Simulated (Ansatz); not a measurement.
```yaml
atoms:
  - { symbol: Cl, position_ang: [2.4309, 0.6382, -1.5811] }
  - { symbol: In, position_ang: [0.2037, 0.3500, -0.8613] }
  - { symbol: N, position_ang: [-0.2617, 1.3087, 0.8568] }
  - { symbol: N, position_ang: [-0.8260, -1.0836, -1.8471] }
  - { symbol: H, position_ang: [-1.2377, 1.5586, 0.9925] }
  - { symbol: H, position_ang: [0.3157, 2.1220, 1.0553] }
  - { symbol: H, position_ang: [-1.8370, -0.9821, -1.8791] }
  - { symbol: H, position_ang: [-0.4860, -1.2766, -2.7860] }
```

Geometry: PBE0-D4/def2-SVP; core potentials replace the inner electrons of In.

These are results of Ansatz 0.2.0, isolated molecule in a Gaussian basis; Kohn-Sham density functional theory, functional PBE0, not measurements.

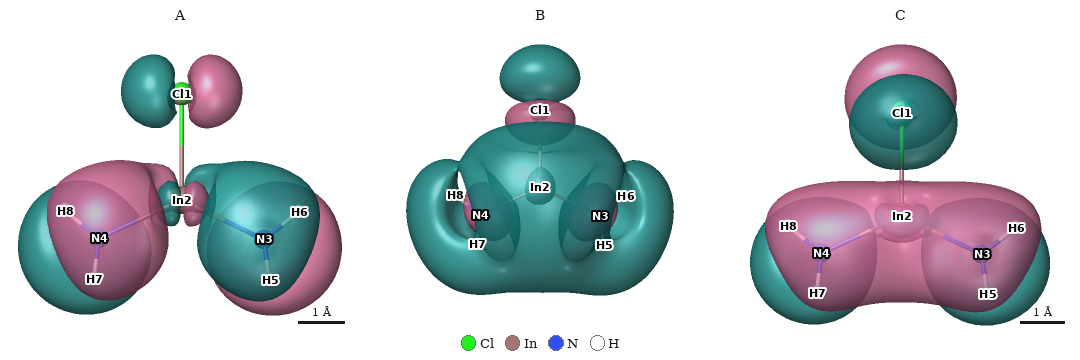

ClH₄InN₂ (SMILES [NH2][In]([NH2])[Cl]). Three frontier orbitals at ±0.04 Å⁻³ᐟ² (teal and pink are the two phases), in no order.

### Which picture is the HOMO−1, the HOMO and the LUMO?

C is the HOMO−1 (−7.96 eV). It lies mainly on N4 (about 30 %), N3 (about 30 %), Cl1 (about 15 %) and In2 (about 15 %); largely a combination of lone pairs on N4, N3 and Cl1. A is the HOMO (−7.45 eV). By Hirshfeld shares it lies mainly on N4 (about 40 %), N3 (about 40 %) and In2 (about 10 %); largely a combination of lone pairs on N4 and N3. B is the LUMO (−1.66 eV). By Hirshfeld shares it lies mainly on In2 (about 50 %), N3 (about 10 %), N4 (about 10 %) and Cl1 (about 10 %).

### What is the HOMO–LUMO gap?

5.79 eV between the orbital energies.
